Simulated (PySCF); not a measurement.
System: C5H12Al (SMILES [AlH3-][CH]1CCCC1) (charge −1).

```tsv
atom	x (Å)	y (Å)	z (Å)
Al	2.4650	0.4387	-0.3621
C	0.4231	0.2281	-0.6241
C	-0.0375	-1.1759	-0.2174
C	-1.5274	-1.0477	0.1390
C	-1.7288	0.4256	0.5363
C	-0.3464	1.0821	0.3895
H	2.8934	1.9656	-0.6611
H	2.7300	0.0615	1.1913
H	3.2430	-0.5832	-1.3392
H	-0.0166	0.4351	-1.6176
H	0.1346	-1.9159	-1.0013
H	0.5274	-1.4868	0.6670
H	-1.8163	-1.7270	0.9464
H	-2.1456	-1.2930	-0.7295
H	-2.4473	0.9038	-0.1357
H	-2.1214	0.5195	1.5531
H	-0.4190	2.1282	0.0858
H	0.1810	1.0475	1.3480
```

Geometry: GFN2-xTB.

Level of theory: PBE0/pcSseg-1, SCF density, gas phase, non-relativistic (PySCF 2.14.0).

What can the converged electron density and electron localisation function tell about the bonding?

Answer. C–C (1.54 Å): ρ at the midpoint is about 1.6 e/Å³; the ELF peaks at about 0.95 between the atoms (a covalent bond).

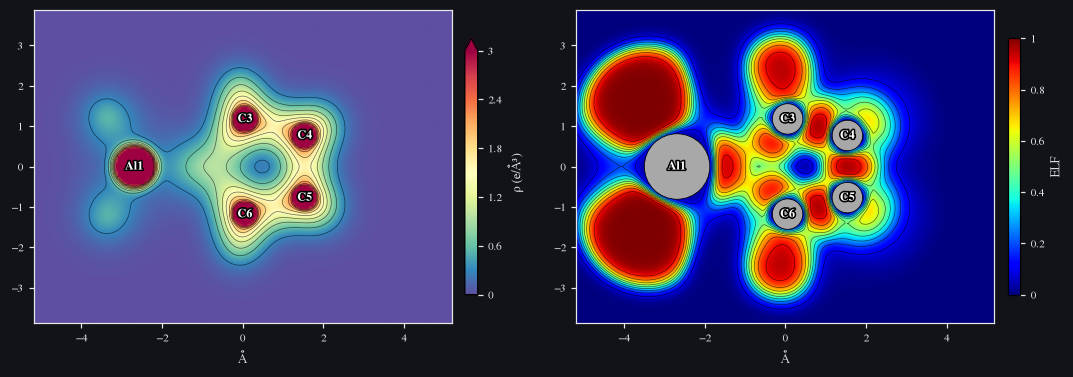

Computed electron density and electron localisation function on the plane of atoms C4, C5 and C6, in this order. Grey discs cover the atomic cores in the ELF map. 
